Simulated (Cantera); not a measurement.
Input: 1 mol Si, 0.039 mol N2O, 1.7 mol H2, equilibrated at 1.10 bar.

Method: chemical equilibrium by Gibbs-energy minimisation in Cantera with the NASA 1993 tables (ideal gas, pure condensed phases). Candidate condensed phases: H2O, Si, SiO2, Si2N2O, Si3N4; 35 gas species. Mutual solubility and eutectic melting of coexisting phases are not modelled. Gases not in the tables: Si2H6 and higher silanes. The numbers say what is thermodynamically allowed, not how fast it happens.

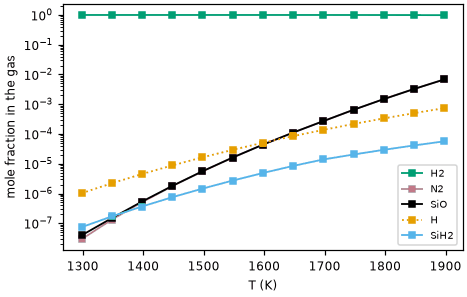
Figure: Equilibrium gas composition (values under 1e-9 drawn at 1e-9)

**Question.** Read off the mole fractions at 1498 K.

**Answer.** H2 about 1.00, H about 1.6e-5, SiO about 5.6e-6, N2 about 5.6e-6, SiH2 about 1.5e-6.
